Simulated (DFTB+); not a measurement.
Run report: C2H6Cl2OSi2, geometry relaxation (part 2 of 3)

The same run, continued: C2H6Cl2OSi2, SMILES C=C[SiH](Cl)[SiH](O)Cl; GFN1-xTB, R-SCC, dispersion built in (DFTB+ 25.1). The geometry: force field. The settings are looser than a standard set-up, so the numbers are not reference values.

Geometry of the input (Å):
```
C  -1.6775  -2.1378  -0.4746
C  -1.1371  -1.0599  0.1223
Si 0.5957  -0.5611  -0.0519
Cl 1.4885  -1.1802  1.7470
Si 0.8822  1.7127  -0.3219
O  0.2217  2.6113  0.9456
Cl 2.8787  2.2736  -0.2826
H  -1.1557  -2.7448  -1.1652
H  -2.7739  -2.2896  -0.2717
H  -1.7113  -0.4295  0.8186
H  1.2848  -1.3452  -1.0943
H  0.3188  2.2071  -1.5672
H  0.8056  2.9087  1.6107
```

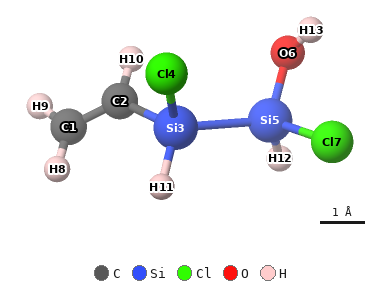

Fig. 1: The geometry at step 1 of the log (ball-and-stick view, seen at a tilt; atoms are numbered from 1 in the order of the input).

### What the program printed, continued
```
 iSCC Total electronic   Diff electronic      SCC error
    1   -0.24746462E+02    0.00000000E+00    0.13343142E-01
    2   -0.24746475E+02    0.18400640E-02    0.79540122E-02
    3   -0.24746480E+02   -0.12683234E-04    0.28550372E-02
    4   -0.24746481E+02   -0.54747069E-05    0.68685558E-03
    5   -0.24746481E+02   -0.31697538E-06    0.28081226E-03
    6   -0.24746481E+02   -0.71247051E-07    0.14025280E-03
    7   -0.24746481E+02   -0.62951457E-08    0.45666585E-04
    8   -0.24746481E+02   -0.48521187E-09    0.12204518E-04
    9   -0.24746481E+02   -0.27672442E-09    0.38357749E-05
   10   -0.24746481E+02   -0.11755930E-10    0.71649863E-06
   11   -0.24746481E+02   -0.22630786E-11    0.20217550E-06
   12   -0.24746481E+02   -0.92370556E-13    0.74960551E-07
   13   -0.24746481E+02    0.00000000E+00    0.15031468E-07
   14   -0.24746481E+02   -0.71054274E-14    0.20824562E-08

Total Energy:                      -24.5610475396 H         -668.3401 eV
Extrapolated to 0K:                -24.5610475396 H         -668.3401 eV
Total Mermin free energy:          -24.5610475396 H         -668.3401 eV
Force related energy:              -24.5610475396 H         -668.3401 eV

total energy  -2.4561048E+01 H       energy change -9.7313813E-04 H
gradient norm  2.4745013E-02 H/a0    max. gradient  8.5886206E-03 H/a0
step length    1.1850035E-01 a0      max. step      6.3005685E-02 a0

--------------------------------------------------------------------------------

***  Geometry step: 9

 iSCC Total electronic   Diff electronic      SCC error
    1   -0.24745817E+02    0.00000000E+00    0.10433919E-01
    2   -0.24745827E+02    0.66409583E-03    0.64660553E-02
    3   -0.24745832E+02   -0.10220027E-04    0.24654803E-02
    4   -0.24745832E+02   -0.47310478E-05    0.73994420E-03
    5   -0.24745832E+02   -0.23125914E-06    0.24077222E-03
    6   -0.24745832E+02   -0.74824026E-07    0.10453067E-03
    7   -0.24745832E+02   -0.30562255E-08    0.28284090E-04
    8   -0.24745832E+02   -0.34625813E-09    0.10739199E-04
    9   -0.24745832E+02   -0.16781243E-09    0.10723059E-05
   10   -0.24745832E+02   -0.88462571E-11    0.34867543E-06
   11   -0.24745832E+02   -0.61817218E-12    0.15755550E-06
   12   -0.24745832E+02   -0.71054274E-14    0.43215531E-07
   13   -0.24745832E+02   -0.35527137E-14    0.76297777E-08

Total Energy:                      -24.5621690600 H         -668.3706 eV
Extrapolated to 0K:                -24.5621690600 H         -668.3706 eV
Total Mermin free energy:          -24.5621690600 H         -668.3706 eV
Force related energy:              -24.5621690600 H         -668.3706 eV

total energy  -2.4562169E+01 H       energy change -1.1215204E-03 H
gradient norm  2.9047949E-02 H/a0    max. gradient  1.2076205E-02 H/a0
step length    1.4226982E-01 a0      max. step      7.9906375E-02 a0

--------------------------------------------------------------------------------

***  Geometry step: 10

 iSCC Total electronic   Diff electronic      SCC error
    1   -0.24746483E+02    0.00000000E+00    0.67774603E-02
    2   -0.24746493E+02   -0.65058708E-03    0.48604925E-02
    3   -0.24746496E+02   -0.10712306E-04    0.31188924E-02
    4   -0.24746496E+02   -0.23564104E-05    0.47717863E-03
    5   -0.24746496E+02   -0.22157791E-06    0.20492196E-03
    6   -0.24746496E+02   -0.43034376E-07    0.81566274E-04
    7   -0.24746496E+02   -0.22626097E-08    0.35261538E-04
    8   -0.24746496E+02   -0.35655745E-09    0.94061611E-05
    9   -0.24746496E+02   -0.11504753E-09    0.39640504E-05
   10   -0.24746496E+02   -0.96029851E-11    0.59617612E-06
   11   -0.24746496E+02   -0.18367530E-11    0.84053304E-07
   12   -0.24746496E+02   -0.74606987E-13    0.30399460E-07
   13   -0.24746496E+02    0.00000000E+00    0.80252045E-08

Total Energy:                      -24.5634031609 H         -668.4042 eV
Extrapolated to 0K:                -24.5634031609 H         -668.4042 eV
Total Mermin free energy:          -24.5634031609 H         -668.4042 eV
Force related energy:              -24.5634031609 H         -668.4042 eV

total energy  -2.4563403E+01 H       energy change -1.2341009E-03 H
gradient norm  3.0582751E-02 H/a0    max. gradient  1.2793608E-02 H/a0
step length    1.5435097E-01 a0      max. step      8.9628215E-02 a0

--------------------------------------------------------------------------------

***  Geometry step: 11

 iSCC Total electronic   Diff electronic      SCC error
    1   -0.24747965E+02    0.00000000E+00    0.10098268E-01
    2   -0.24747991E+02   -0.14685442E-02    0.54224952E-02
    3   -0.24747996E+02   -0.26228443E-04    0.21455669E-02
    4   -0.24747996E+02   -0.48677166E-05    0.51819303E-03
    5   -0.24747996E+02   -0.40472661E-06    0.19954139E-03
    6   -0.24747996E+02   -0.12733661E-07    0.63141280E-04
    7   -0.24747996E+02   -0.46906976E-08    0.23675402E-04
    8   -0.24747996E+02   -0.34656011E-09    0.88130263E-05
    9   -0.24747996E+02   -0.10743406E-09    0.33354390E-05
   10   -0.24747996E+02   -0.12423840E-10    0.46719131E-06
   11   -0.24747996E+02   -0.14175328E-11    0.15169365E-06
   12   -0.24747996E+02   -0.24868996E-13    0.20483295E-07
   13   -0.24747996E+02   -0.35527137E-14    0.51053813E-08

Total Energy:                      -24.5647145158 H         -668.4399 eV
Extrapolated to 0K:                -24.5647145158 H         -668.4399 eV
Total Mermin free energy:          -24.5647145158 H         -668.4399 eV
Force related energy:              -24.5647145158 H         -668.4399 eV

total energy  -2.4564715E+01 H       energy change -1.3113550E-03 H
gradient norm  2.5683757E-02 H/a0    max. gradient  9.2659326E-03 H/a0
step length    1.5838173E-01 a0      max. step      9.4147172E-02 a0

--------------------------------------------------------------------------------

***  Geometry step: 12

 iSCC Total electronic   Diff electronic      SCC error
    1   -0.24749173E+02    0.00000000E+00    0.17091339E-01
    2   -0.24749208E+02   -0.11767677E-02    0.97202951E-02
    3   -0.24749217E+02   -0.34806424E-04    0.23861498E-02
    4   -0.24749218E+02   -0.94879828E-05    0.94026385E-03
    5   -0.24749218E+02   -0.75032967E-06    0.24923545E-03
    6   -0.24749218E+02   -0.35713601E-07    0.12266262E-03
    7   -0.24749218E+02   -0.11734386E-07    0.36345753E-04
    8   -0.24749218E+02   -0.85395158E-09    0.12978502E-04
    9   -0.24749218E+02   -0.35488767E-09    0.65869804E-05
   10   -0.24749218E+02   -0.14146906E-10    0.78839727E-06
   11   -0.24749218E+02   -0.19255708E-11    0.36665277E-06
   12   -0.24749218E+02   -0.46185278E-13    0.31637510E-07
   13   -0.24749218E+02   -0.24868996E-13    0.34013299E-08

Total Energy:                      -24.5657211426 H         -668.4673 eV
Extrapolated to 0K:                -24.5657211426 H         -668.4673 eV
Total Mermin free energy:          -24.5657211426 H         -668.4673 eV
Force related energy:              -24.5657211426 H         -668.4673 eV

total energy  -2.4565721E+01 H       energy change -1.0066268E-03 H
gradient norm  1.9636118E-02 H/a0    max. gradient  7.1833355E-03 H/a0
step length    1.4126386E-01 a0      max. step      8.6710099E-02 a0

--------------------------------------------------------------------------------

***  Geometry step: 13

 iSCC Total electronic   Diff electronic      SCC error
    1   -0.24750011E+02    0.00000000E+00    0.10355098E-01
    2   -0.24750022E+02   -0.79261381E-03    0.59592120E-02
    3   -0.24750026E+02   -0.11360771E-04    0.16862269E-02
    4   -0.24750026E+02   -0.41307588E-05    0.74485806E-03
    5   -0.24750026E+02   -0.23899336E-06    0.17643478E-03
    6   -0.24750026E+02   -0.31230353E-07    0.74594435E-04
    7   -0.24750026E+02   -0.58665393E-08    0.31095699E-04
    8   -0.24750026E+02   -0.43090864E-09    0.87727138E-05
    9   -0.24750026E+02   -0.16961366E-09    0.44141961E-05
   10   -0.24750026E+02   -0.48068216E-11    0.59157684E-06
   11   -0.24750026E+02   -0.93436370E-12    0.80202440E-07
   12   -0.24750026E+02   -0.46185278E-13    0.31153322E-07
   13   -0.24750026E+02   -0.71054274E-14    0.89193660E-08

Total Energy:                      -24.5663677204 H         -668.4849 eV
Extrapolated to 0K:                -24.5663677204 H         -668.4849 eV
Total Mermin free energy:          -24.5663677204 H         -668.4849 eV
Force related energy:              -24.5663677204 H         -668.4849 eV

total energy  -2.4566368E+01 H       energy change -6.4657780E-04 H
gradient norm  1.8032982E-02 H/a0    max. gradient  8.6528851E-03 H/a0
step length    1.0978493E-01 a0      max. step      6.9329349E-02 a0

--------------------------------------------------------------------------------

***  Geometry step: 14

 iSCC Total electronic   Diff electronic      SCC error
    1   -0.24749443E+02    0.00000000E+00    0.73135706E-02
    2   -0.24749446E+02    0.58368965E-03    0.47895413E-02
    3   -0.24749448E+02   -0.38279554E-05    0.14815399E-02
    4   -0.24749448E+02   -0.15157090E-05    0.60737286E-03
    5   -0.24749448E+02   -0.70051446E-07    0.11641987E-03
    6   -0.24749448E+02   -0.56607096E-07    0.42425817E-04
    7   -0.24749448E+02   -0.18487647E-08    0.16201938E-04
    8   -0.24749448E+02   -0.21887914E-09    0.97665960E-05
    9   -0.24749448E+02   -0.31477043E-10    0.26525686E-05
   10   -0.24749448E+02   -0.31583625E-11    0.36284401E-06
   11   -0.24749448E+02   -0.57198690E-12    0.79685419E-07
   12   -0.24749448E+02   -0.60396133E-13    0.17525306E-07
   13   -0.24749448E+02    0.00000000E+00    0.62881796E-08

Total Energy:                      -24.5670488440 H         -668.5034 eV
Extrapolated to 0K:                -24.5670488440 H         -668.5034 eV
Total Mermin free energy:          -24.5670488440 H         -668.5034 eV
Force related energy:              -24.5670488440 H         -668.5034 eV

total energy  -2.4567049E+01 H       energy change -6.8112353E-04 H
gradient norm  1.9722913E-02 H/a0    max. gradient  7.6524435E-03 H/a0
step length    1.5263912E-01 a0      max. step      9.8246960E-02 a0

--------------------------------------------------------------------------------

***  Geometry step: 15

 iSCC Total electronic   Diff electronic      SCC error
    1   -0.24755493E+02    0.00000000E+00    0.12448403E-01
    2   -0.24755501E+02   -0.60449480E-02    0.83393616E-02
    3   -0.24755504E+02   -0.84790053E-05    0.27922032E-02
    4   -0.24755504E+02   -0.24928847E-05    0.83488912E-03
    5   -0.24755505E+02   -0.48732094E-06    0.23747840E-03
    6   -0.24755505E+02   -0.80939635E-07    0.64784050E-04
    7   -0.24755505E+02   -0.74107085E-08    0.35569593E-04
    8   -0.24755505E+02   -0.78952311E-09    0.14177349E-04
    9   -0.24755505E+02   -0.22540192E-09    0.42262949E-05
   10   -0.24755505E+02   -0.58726357E-11    0.67062850E-06
   11   -0.24755505E+02   -0.16875390E-11    0.10005781E-06
   12   -0.24755505E+02   -0.67501560E-13    0.60945319E-07
   13   -0.24755505E+02   -0.71054274E-14    0.10220907E-07
   14   -0.24755505E+02    0.35527137E-14    0.26627323E-08

Total Energy:                      -24.5672697845 H         -668.5094 eV
Extrapolated to 0K:                -24.5672697845 H         -668.5094 eV
Total Mermin free energy:          -24.5672697845 H         -668.5094 eV
Force related energy:              -24.5672697845 H         -668.5094 eV

total energy  -2.4567270E+01 H       energy change -2.2094053E-04 H
gradient norm  3.8732694E-02 H/a0    max. gradient  2.1191169E-02 H/a0
step length    1.4834322E-01 a0      max. step      7.6485252E-02 a0

--------------------------------------------------------------------------------

***  Geometry step: 16

 iSCC Total electronic   Diff electronic      SCC error
    1   -0.24748956E+02    0.00000000E+00    0.17630524E-01
    2   -0.24748976E+02    0.65481158E-02    0.11206970E-01
    3   -0.24748983E+02   -0.19177727E-04    0.32181338E-02
    4   -0.24748983E+02   -0.69322969E-05    0.13975137E-02
    5   -0.24748983E+02   -0.32677165E-06    0.24500828E-03
    6   -0.24748983E+02   -0.22083140E-06    0.11009040E-03
    7   -0.24748983E+02   -0.54268554E-08    0.42754079E-04
    8   -0.24748983E+02   -0.94162900E-09    0.17208014E-04
    9   -0.24748983E+02   -0.11987211E-09    0.16957977E-05
   10   -0.24748983E+02   -0.10796697E-10    0.19097030E-06
   11   -0.24748983E+02   -0.10018653E-11    0.10913046E-06
   12   -0.24748983E+02   -0.35527137E-14    0.23266415E-07
   13   -0.24748983E+02    0.00000000E+00    0.92762384E-08

Total Energy:                      -24.5676675640 H         -668.5202 eV
Extrapolated to 0K:                -24.5676675640 H         -668.5202 eV
Total Mermin free energy:          -24.5676675640 H         -668.5202 eV
Force related energy:              -24.5676675640 H         -668.5202 eV

total energy  -2.4567668E+01 H       energy change -3.9777949E-04 H
gradient norm  2.4929718E-02 H/a0    max. gradient  1.1527405E-02 H/a0
step length    2.1426976E-01 a0      max. step      1.4047067E-01 a0

--------------------------------------------------------------------------------

***  Geometry step: 17

 iSCC Total electronic   Diff electronic      SCC error
    1   -0.24753667E+02    0.00000000E+00    0.37623887E-02
    2   -0.24753669E+02   -0.46841092E-02    0.26616821E-02
    3   -0.24753670E+02   -0.16635665E-05    0.12437112E-02
    4   -0.24753670E+02   -0.89694920E-06    0.43655601E-03
    5   -0.24753670E+02   -0.61138824E-07    0.10482323E-03
    6   -0.24753670E+02   -0.32599122E-07    0.29721202E-04
    7   -0.24753670E+02   -0.12289760E-08    0.17842605E-04
    8   -0.24753670E+02   -0.12146728E-09    0.83492812E-05
    9   -0.24753670E+02   -0.15383250E-10    0.14444652E-05
   10   -0.24753670E+02   -0.11262102E-11    0.27173335E-06
   11   -0.24753670E+02   -0.38014036E-12    0.60229959E-07
   12   -0.24753670E+02   -0.31974423E-13    0.88874539E-08

Total Energy:                      -24.5681119375 H         -668.5323 eV
Extrapolated to 0K:                -24.5681119375 H         -668.5323 eV
Total Mermin free energy:          -24.5681119375 H         -668.5323 eV
Force related energy:              -24.5681119375 H         -668.5323 eV

total energy  -2.4568112E+01 H       energy change -4.4437353E-04 H
gradient norm  8.3921072E-03 H/a0    max. gradient  4.0955653E-03 H/a0
step length    1.5469808E-01 a0      max. step      9.9013477E-02 a0

--------------------------------------------------------------------------------

***  Geometry step: 18

 iSCC Total electronic   Diff electronic      SCC error
    1   -0.24755187E+02    0.00000000E+00    0.24643125E-02
    2   -0.24755188E+02   -0.15175123E-02    0.16139422E-02
    3   -0.24755188E+02   -0.57787951E-06    0.61625838E-03
    4   -0.24755188E+02   -0.23343582E-06    0.20737926E-03
    5   -0.24755188E+02   -0.14303872E-07    0.49733802E-04
    6   -0.24755188E+02   -0.59890439E-08    0.13670115E-04
    7   -0.24755188E+02   -0.31815262E-09    0.40251023E-05
    8   -0.24755188E+02   -0.35814907E-10    0.22720286E-05
    9   -0.24755188E+02   -0.16697754E-11    0.67938986E-06
   10   -0.24755188E+02   -0.34816594E-12    0.88154898E-07
   11   -0.24755188E+02   -0.17763568E-13    0.35015477E-07
   12   -0.24755188E+02   -0.14210855E-13    0.19422639E-08

Total Energy:                      -24.5682268713 H         -668.5355 eV
Extrapolated to 0K:                -24.5682268713 H         -668.5355 eV
Total Mermin free energy:          -24.5682268713 H         -668.5355 eV
Force related energy:              -24.5682268713 H         -668.5355 eV

total energy  -2.4568227E+01 H       energy change -1.1493383E-04 H
gradient norm  6.7485313E-03 H/a0    max. gradient  2.9455510E-03 H/a0
step length    3.1724031E-02 a0      max. step      1.8786914E-02 a0

Geometry converged

--------------------------------------------------------------------------------
--------------------------------------------------------------------------------
Pre-SCC initialisation                 +       0.10 ( 12.3%)       0.10 (  9.2%)
SCC                                    +       0.51 ( 62.7%)       0.80 ( 72.5%)
Post-SCC processing                    +       0.20 ( 24.8%)       0.20 ( 18.2%)
--------------------------------------------------------------------------------
Missing                                +       0.00 (  0.2%)       0.00 (  0.1%)
Total                                  =       0.81 (100.0%)       1.10 (100.0%)
--------------------------------------------------------------------------------
```

### Trajectory as extended XYZ (Å, eV, eV/Å), 19 frames, from step=0 to step=18
```
13
Properties=species:S:1:pos:R:3 step=0 energy=-667.88875
C    -1.6775   -2.1378   -0.4746
C    -1.1371   -1.0599    0.1223
Si    0.5957   -0.5611   -0.0519
Cl    1.4885   -1.1802    1.7470
Si    0.8822    1.7127   -0.3219
O     0.2217    2.6113    0.9456
Cl    2.8787    2.2736   -0.2826
H    -1.1557   -2.7448   -1.1652
H    -2.7739   -2.2896   -0.2717
H    -1.7113   -0.4295    0.8186
H     1.2848   -1.3452   -1.0943
H     0.3188    2.2071   -1.5672
H     0.8056    2.9087    1.6107
13
Properties=species:S:1:pos:R:3 step=1 energy=-668.07182
C    -1.6992   -2.1232   -0.4609
C    -1.1435   -1.0651    0.1208
Si    0.6187   -0.5645   -0.0428
Cl    1.4853   -1.1772    1.7383
Si    0.8846    1.7244   -0.3146
O     0.2216    2.5993    0.9268
Cl    2.8743    2.2711   -0.2848
H    -1.1533   -2.7505   -1.1700
H    -2.7626   -2.2946   -0.2767
H    -1.7152   -0.4341    0.8161
H     1.2827   -1.3454   -1.0928
H     0.3184    2.2099   -1.5664
H     0.8088    2.9153    1.6219
```
